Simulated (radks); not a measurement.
## Ta: atomic calculation

The neutral tantalum atom in the configuration [Xe] 4f14 5d3 6s2. It sits in a hard spherical wall of radius 3 bohr. Computed at this level: scalar-relativistic Kohn-Sham, LDA (Slater exchange, VWN5 correlation), spin-unpolarised, spherical densities, finite nucleus (the in-house radial solver radks).

### The input
```
Z 73
configuration [Xe] 4f14 5d3 6s2 6p0 7s0 5f0
relativity scalar-relativistic
functional lda,vwn5
spin unpolarised
nucleus finite rms 5.3507 fm
wall 3 bohr
c 137.035999084
```

Energies in input and log are in hartree, lengths in bohr (the nuclear radius in fm).

Hardware: 1 thread of Arm Neoverse N1, 45 GiB of memory available, shared host.

Launched within a batch (the task file carries these settings):
```bash
python <driver script> task.json out
```

### The program's output
```
1s      1   2.0000       -2472.03011484
2s      1   2.0000        -424.14007572
2p      1   6.0000        -371.84463708
3s      1   2.0000         -96.56101067
3p      1   6.0000         -80.99992765
3d      1  10.0000         -62.77495439
4s      1   2.0000         -19.05914758
4p      1   6.0000         -13.94996283
4d      1  10.0000          -7.40180767
4f      1  14.0000          -0.17254597
5s      1   2.0000          -1.99919524
5p      1   6.0000          -0.79560390
5d      1   3.0000           0.60971326
6s      1   2.0000           1.03013580
6p      1   0.0000           1.68509895
7s      1   0.0000           4.54693238
5f      1   0.0000           1.95509282
Etot -15590.329697141997
Ekin 17133.0232386211
Encl -38573.71809014679
Eh 6157.389388890474
Exc -307.0242345067835
err 8.809402855681035e-09
it 14
```

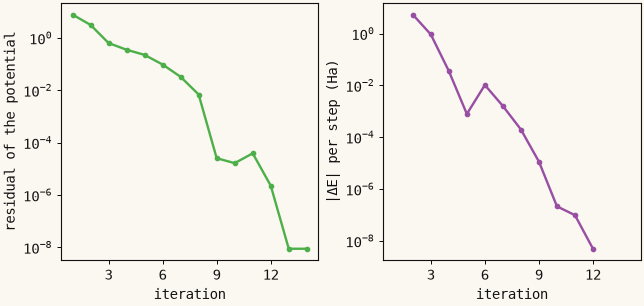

**Figure 1.** Convergence: residual of the potential and change of the energy from step to step (the smallest changes aren't drawn) against the iteration. The residual comes down, with one marked jump up, by a factor of about 2, at step 11. It goes from 7.8 to 8.8×10⁻⁹ in 14 steps.

### Orbitals

```csv
orbital,occupation,energy (eV),⟨r⟩ (bohr),outer maximum (bohr)
1s,2,−67267.4,0.01868,0.0117
2s,2,−11541.4,0.07901,0.0669
2p,6,−10118.4,0.07059,0.0548
3s,2,−2627.6,0.2050,0.189
3p,6,−2204.1,0.2050,0.187
3d,10,−1708.2,0.1857,0.152
4s,2,−518.626,0.4591,0.429
4p,6,−379.598,0.4880,0.450
4d,10,−201.413,0.5236,0.461
5s,2,−54.401,1.114,0.993
5p,6,−21.649,1.297,1.14
4f,14,−4.695,0.6470,0.441
5d,3,16.591,1.609,1.53
6s,2,28.031,1.875,2.08
6p,0,45.854,1.856,2.19
5f,0,53.201,1.858,2.01
7s,0,123.728,1.791,2.49
```

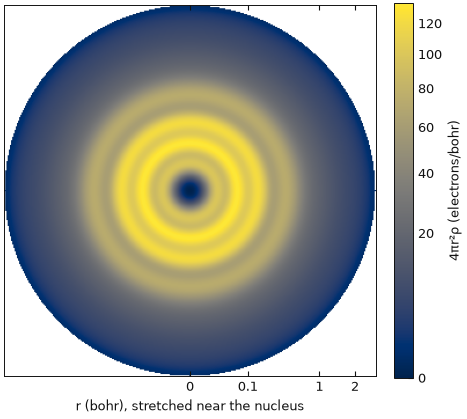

**Figure 2.** The radial density 4πr²ρ as a disc about the nucleus, with the radius drawn as r to the power 0.35. There are 4 maxima, at r = 0.0126, 0.0576, 0.161 and 0.426 bohr, parted by minima at 0.0243, 0.104 and 0.302 bohr, inside which lie 1.9, 11.1 and 29.9 electrons. The configuration has 6 principal shells, so not every shell has a maximum of its own.

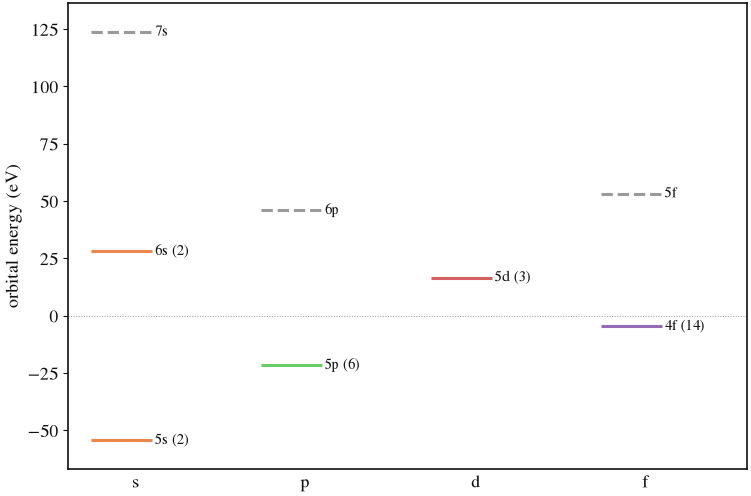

**Figure 3.** The outer levels are drawn by angular momentum (occupations in brackets, empty levels dashed). The highest occupied level is 6s at 28.0 eV. From the top down the occupied levels run 6s (28.0 eV), 5d (16.6 eV), 4f (−4.70 eV), 5p (−21.6 eV), 5s (−54.4 eV). The wall pushes the highest level above zero, where only the wall holds the electron in. The open 5d shell lies under a filled one.

### Results in brief

| quantity | value |
| --- | --- |
| outcome | converged |
| total energy | −15590.3297 hartree |
| kinetic energy | 17133.0232 hartree |
| electron–nucleus energy | −38573.7181 hartree |
| Hartree energy | 6157.3894 hartree |
| exchange–correlation energy | −307.024235 hartree |
| radius at density 0.001 e/bohr³ | 2.89 bohr |
| pressure on the wall | 1140 GPa |
| SCF iterations | 14 |
